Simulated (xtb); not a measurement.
**Geometry relaxation, with input and output: AlH$_{2}$SF$_{3}$ (part 1 of 3)**

- system: AlH$_{2}$SF$_{3}$, SMILES [F][Al-]([F])([F])[SH2+]
- method: GFN2-xTB (xtb 6.7.1 later snapshot)

The geometry comes from this level: PBE0-D4/def2-TZVP.

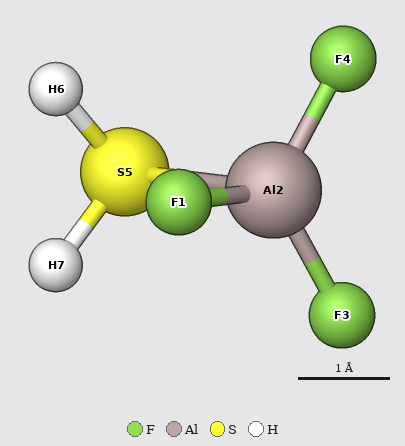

The structure as given in the input (ball-and-stick view, seen at a tilt; atoms are numbered from 1 in the order of the input). Sticks mark near contacts. Bond lengths as drawn: Al–F 1.65 Å, Al–S 2.46 Å and H–S 1.35 Å.

Input file (struc.xyz)
```
7

F     -0.582800    -0.881200     1.509400
Al     0.280700    -0.968400     0.104600
F     -0.412500    -1.770100    -1.157900
F      1.924100    -0.949000     0.228600
S     -0.052000     1.330700    -0.699800
H      0.220900     1.903000     0.487200
H     -1.378300     1.335100    -0.472000
```

Launched with:
```bash
xtb struc.xyz --opt vtight --chrg 0 --uhf 0 | tee out.txt
```

The program's output
```
* xtb version 6.7.1
   ID    Z sym.   atoms
    1    9 F      1, 3, 4
    2   13 Al     2
    3   16 S      5
    4    1 H      6, 7

           -------------------------------------------------
          |                Calculation Setup                |
           -------------------------------------------------

          program call               : xtb struc.xyz --opt vtight --chrg 0 --uhf 0
          coordinate file            : struc.xyz
          omp threads                :                     1

           -------------------------------------------------
          |                 G F N 2 - x T B                 |
           -------------------------------------------------

      * Hamiltonian:
        H0-scaling (s, p, d)           1.850000    2.230000    2.230000
        zeta-weighting                 0.500000
      * Dispersion:
        s8                             2.700000
        a1                             0.520000
        a2                             5.000000
        s9                             5.000000
      * Repulsion:
        kExp                           1.500000    1.000000
        rExp                           1.000000
      * Coulomb:
        alpha                          2.000000
        third order                    shell-resolved
        anisotropic                    true
        a3                             3.000000
        a5                             4.000000
        cn-shift                       1.200000
        cn-exp                         4.000000
        max-rad                        5.000000

          ...................................................
          :                      SETUP                      :
          :.................................................:
          :  # basis functions                  34          :
          :  # atomic orbitals                  32          :
          :  # shells                           14          :
          :  # electrons                        32          :
          :  max. iterations                   250          :
          :  Hamiltonian                  GFN2-xTB          :
          :  restarted?                      false          :
          :  GBSA solvation                  false          :
          :  PC potential                    false          :
          :  electronic temp.          300.0000000     K    :
          :  accuracy                    1.0000000          :
          :  -> integral cutoff          0.2500000E+02      :
          :  -> integral neglect         0.1000000E-07      :
          :  -> SCF convergence          0.1000000E-05 Eh   :
          :  -> wf. convergence          0.1000000E-03 e    :
          :  Broyden damping             0.4000000          :
          :  net charge                          0          :
          :  unpaired electrons                  0          :
          ...................................................

 iter      E             dE          RMSdq      gap      omega  full diag
   1    -19.8065661 -0.198066E+02  0.140E+01    6.07       0.0  T
   2    -19.8409950 -0.344289E-01  0.977E+00    5.80       1.0  T
   3    -19.8234414  0.175536E-01  0.291E+00    5.48       1.0  T
   4    -19.8498637 -0.264223E-01  0.235E+00    5.59       1.0  T
   5    -19.8528891 -0.302535E-02  0.100E+00    5.60       1.0  T
   6    -19.8542069 -0.131787E-02  0.211E-01    5.59       1.0  T
   7    -19.8541387  0.682262E-04  0.176E-01    5.59       1.0  T
   8    -19.8542091 -0.703772E-04  0.453E-02    5.59       1.0  T
   9    -19.8542115 -0.239582E-05  0.145E-02    5.59       2.6  T
  10    -19.8542121 -0.591269E-06  0.120E-03    5.59      31.5  T
  11    -19.8542121  0.134409E-08  0.890E-04    5.59      42.5  T
  12    -19.8542121 -0.234933E-08  0.285E-04    5.59     132.6  T

   *** convergence criteria satisfied after 12 iterations ***

         #    Occupation            Energy/Eh            Energy/eV
      -------------------------------------------------------------
         1        2.0000           -0.8124684             -22.1084
       ...           ...                  ...                  ...
        10        2.0000           -0.5039399             -13.7129
        11        2.0000           -0.5010070             -13.6331
        12        2.0000           -0.4982257             -13.5574
        13        2.0000           -0.4920976             -13.3907
        14        2.0000           -0.4904782             -13.3466
        15        2.0000           -0.4872885             -13.2598
        16        2.0000           -0.4654796             -12.6663 (HOMO)
        17                         -0.2599154              -7.0727 (LUMO)
        18                         -0.1991768              -5.4199
        19                         -0.1310287              -3.5655
        20                         -0.1062922              -2.8924
        21                         -0.1050729              -2.8592
       ...                                ...                  ...
        32                          1.0091240              27.4597
      -------------------------------------------------------------
                  HL-Gap            0.2055643 Eh            5.5937 eV
             Fermi-level           -0.3626975 Eh           -9.8695 eV

 SCC (total)                   0 d,  0 h,  0 min,  0.004 sec
 SCC setup                      ...        0 min,  0.000 sec (  1.628%)
 Dispersion                     ...        0 min,  0.000 sec (  0.526%)
 classical contributions        ...        0 min,  0.000 sec (  0.128%)
 integral evaluation            ...        0 min,  0.001 sec ( 14.693%)
 iterations                     ...        0 min,  0.002 sec ( 58.185%)
 molecular gradient             ...        0 min,  0.001 sec ( 23.071%)
 printout                       ...        0 min,  0.000 sec (  1.534%)

         :::::::::::::::::::::::::::::::::::::::::::::::::::::
         ::                     SUMMARY                     ::
         :::::::::::::::::::::::::::::::::::::::::::::::::::::
         :: total energy             -19.795508766885 Eh    ::
         :: gradient norm              0.011825162644 Eh/a0 ::
         :: HOMO-LUMO gap              5.593688424870 eV    ::
         ::.................................................::
         :: SCC energy               -19.854210233645 Eh    ::
         :: -> isotropic ES            0.104071207949 Eh    ::
         :: -> anisotropic ES          0.005032648318 Eh    ::
         :: -> anisotropic XC         -0.003015990686 Eh    ::
         :: -> dispersion             -0.003365231048 Eh    ::
         :: repulsion energy           0.058701466760 Eh    ::
         :: add. restraining           0.000000000000 Eh    ::
         :: total charge              -0.000000000000 e     ::
         :::::::::::::::::::::::::::::::::::::::::::::::::::::

      -----------------------------------------------------------
     |                   =====================                   |
     |                        A N C O P T                        |
     |                   =====================                   |
     |               Approximate Normal Coordinate               |
     |                Rational Function Optimizer                |
      -----------------------------------------------------------

          ...................................................
          :                      SETUP                      :
          :.................................................:
          :   optimization level         verytight          :
          :   max. optcycles                   200          :
          :   ANC micro-cycles                  20          :
          :   degrees of freedom                15          :
          :.................................................:
          :   RF solver                   davidson          :
          :   write xtbopt.log                true          :
          :   linear?                        false          :
          :   energy convergence         0.1000000E-06 Eh   :
          :   grad. convergence          0.2000000E-03 Eh/α :
          :   maximum RF displ.          1.0000000          :
          :   Hlow (freq-cutoff)         0.1000000E-01      :
          :   Hmax (freq-cutoff)         5.0000000          :
          :   S6 in model hess.         20.0000000          :
          ...................................................

generating ANC from exact Hessian ...
Using Lindh-Hessian (1995)
 Shifting diagonal of input Hessian by    9.6792967233660550E-003
 Lowest  eigenvalues of input Hessian
    0.000000    0.000000    0.000000    0.000000    0.000000    0.000000
    0.010000    0.011531    0.012208    0.013264    0.013283    0.031831
    0.060917    0.084765    0.171112    0.173733    0.736755    0.790356
 Highest eigenvalues
    0.173733    0.736755    0.790356    0.809312    1.749823    1.781283

........................................................................
.............................. CYCLE    1 ..............................
........................................................................

 iter      E             dE          RMSdq      gap      omega  full diag
   1    -19.8542121 -0.198542E+02  0.974E-05    5.59       0.0  T
   2    -19.8542121 -0.160938E-10  0.233E-05    5.59    1623.2  T
   3    -19.8542121 -0.703437E-12  0.258E-05    5.59    1467.3  T
     SCC iter.                  ...        0 min,  0.001 sec
     gradient                   ...        0 min,  0.001 sec
 * total energy  :   -19.7955088 Eh     change       -0.1860982E-09 Eh
   gradient norm :     0.0118252 Eh/α   predicted     0.0000000E+00 (-100.00%)
   displ. norm   :     0.2054646 α      lambda       -0.1142797E-02
   maximum displ.:     0.1717157 α      in ANC's #3, #6, #8, ...

........................................................................
.............................. CYCLE    2 ..............................
........................................................................

 iter      E             dE          RMSdq      gap      omega  full diag
   1    -19.8550982 -0.198551E+02  0.655E-01    5.61       0.0  T
   2    -19.8552533 -0.155034E-03  0.582E-01    5.61       1.0  T
   3    -19.8552578 -0.456268E-05  0.425E-01    5.61       1.0  T
   4    -19.8552607 -0.283658E-05  0.349E-02    5.62       1.1  T
   5    -19.8552608 -0.169469E-06  0.836E-03    5.62       4.5  T
   6    -19.8552609 -0.295037E-07  0.231E-03    5.62      16.3  T
   7    -19.8552609 -0.111143E-08  0.639E-04    5.62      59.1  T
   8    -19.8552609 -0.339320E-10  0.292E-04    5.62     129.6  T
     SCC iter.                  ...        0 min,  0.001 sec
     gradient                   ...        0 min,  0.001 sec
 * total energy  :   -19.7961395 Eh     change       -0.6307115E-03 Eh
   gradient norm :     0.0061960 Eh/α   predicted    -0.5955206E-03 (  -5.58%)
   displ. norm   :     0.1305946 α      lambda       -0.2405689E-03
   maximum displ.:     0.1209331 α      in ANC's #3, #5, #6, ...

........................................................................
.............................. CYCLE    3 ..............................
........................................................................

 iter      E             dE          RMSdq      gap      omega  full diag
   1    -19.8561390 -0.198561E+02  0.252E-01    5.63       0.0  T
   2    -19.8561432 -0.417083E-05  0.158E-01    5.63       1.0  T
   3    -19.8561437 -0.504175E-06  0.408E-02    5.63       1.0  T
   4    -19.8561438 -0.777690E-07  0.121E-02    5.63       3.1  T
   5    -19.8561438 -0.152130E-07  0.435E-03    5.63       8.7  T
   6    -19.8561438 -0.506414E-09  0.609E-04    5.63      62.1  T
   7    -19.8561438 -0.218954E-10  0.124E-04    5.63     304.5  T
     SCC iter.                  ...        0 min,  0.001 sec
     gradient                   ...        0 min,  0.001 sec
 * total energy  :   -19.7962985 Eh     change       -0.1590648E-03 Eh
   gradient norm :     0.0042077 Eh/α   predicted    -0.1223355E-03 ( -23.09%)
   displ. norm   :     0.0808230 α      lambda       -0.1023556E-03
   maximum displ.:     0.0760774 α      in ANC's #3, #8, #5, ...

........................................................................
.............................. CYCLE    4 ..............................
........................................................................

 iter      E             dE          RMSdq      gap      omega  full diag
   1    -19.8573545 -0.198574E+02  0.188E-01    5.66       0.0  T
   2    -19.8573578 -0.331284E-05  0.121E-01    5.66       1.0  T
   3    -19.8573580 -0.272023E-06  0.460E-02    5.66       1.0  T
   4    -19.8573581 -0.401473E-07  0.521E-03    5.66       7.3  T
   5    -19.8573581 -0.606740E-08  0.278E-03    5.66      13.6  T
   6    -19.8573581 -0.153009E-08  0.351E-04    5.66     107.7  T
   7    -19.8573581 -0.120366E-10  0.738E-05    5.66     511.9  T
     SCC iter.                  ...        0 min,  0.001 sec
     gradient                   ...        0 min,  0.001 sec
 * total energy  :   -19.7963456 Eh     change       -0.4703820E-04 Eh
   gradient norm :     0.0012356 Eh/α   predicted    -0.5151305E-04 (   9.51%)
   displ. norm   :     0.0349728 α      lambda       -0.1690974E-04
   maximum displ.:     0.0287213 α      in ANC's #5, #6, #10, ...

........................................................................
.............................. CYCLE    5 ..............................
........................................................................

 iter      E             dE          RMSdq      gap      omega  full diag
   1    -19.8575796 -0.198576E+02  0.128E-01    5.66       0.0  T
   2    -19.8575805 -0.859972E-06  0.880E-02    5.66       1.0  T
   3    -19.8575806 -0.766998E-07  0.197E-02    5.66       1.9  T
   4    -19.8575806 -0.175156E-07  0.502E-03    5.66       7.5  T
   5    -19.8575806 -0.407903E-08  0.179E-03    5.66      21.2  T
   6    -19.8575806 -0.332367E-09  0.289E-04    5.66     131.0  T
   7    -19.8575806 -0.672884E-11  0.814E-05    5.66     464.6  T
     SCC iter.                  ...        0 min,  0.001 sec
     gradient                   ...        0 min,  0.001 sec
 * total energy  :   -19.7963519 Eh     change       -0.6352980E-05 Eh
   gradient norm :     0.0009965 Eh/α   predicted    -0.8460638E-05 (  33.18%)
   displ. norm   :     0.0136671 α      lambda       -0.5421829E-05
   maximum displ.:     0.0097197 α      in ANC's #5, #6, #3, ...

........................................................................
.............................. CYCLE    6 ..............................
........................................................................

 iter      E             dE          RMSdq      gap      omega  full diag
   1    -19.8576367 -0.198576E+02  0.489E-02    5.66       0.0  T
   2    -19.8576371 -0.357355E-06  0.391E-02    5.66       1.0  T
   3    -19.8576371 -0.218460E-07  0.183E-02    5.66       2.1  T
   4    -19.8576371 -0.288188E-08  0.327E-03    5.66      11.5  T
   5    -19.8576371 -0.783331E-09  0.977E-04    5.66      38.7  T
   6    -19.8576371 -0.428528E-10  0.179E-04    5.66     211.4  T
     SCC iter.                  ...        0 min,  0.001 sec
     gradient                   ...        0 min,  0.001 sec
 * total energy  :   -19.7963568 Eh     change       -0.4851776E-05 Eh
   gradient norm :     0.0004894 Eh/α   predicted    -0.2712400E-05 ( -44.09%)
   displ. norm   :     0.0058771 α      lambda       -0.1340841E-05
   maximum displ.:     0.0048267 α      in ANC's #10, #3, #6, ...

........................................................................
.............................. CYCLE    7 ..............................
........................................................................

 iter      E             dE          RMSdq      gap      omega  full diag
   1    -19.8576510 -0.198577E+02  0.335E-02    5.66       0.0  T
   2    -19.8576511 -0.108564E-06  0.254E-02    5.66       1.5  T
   3    -19.8576511  0.497458E-09  0.386E-03    5.66       9.8  T
   4    -19.8576511 -0.858605E-08  0.156E-03    5.66      24.2  T
   5    -19.8576511 -0.945803E-10  0.191E-04    5.66     198.1  T
   6    -19.8576511 -0.428813E-11  0.693E-05    5.66     545.7  T
     SCC iter.                  ...        0 min,  0.001 sec
     gradient                   ...        0 min,  0.001 sec
 * total energy  :   -19.7963582 Eh     change       -0.1460976E-05 Eh
   gradient norm :     0.0003898 Eh/α   predicted    -0.6699975E-06 ( -54.14%)
   displ. norm   :     0.0076334 α      lambda       -0.1115392E-05
   maximum displ.:     0.0069237 α      in ANC's #10, #3, #5, ...

........................................................................
.............................. CYCLE    8 ..............................
........................................................................
```
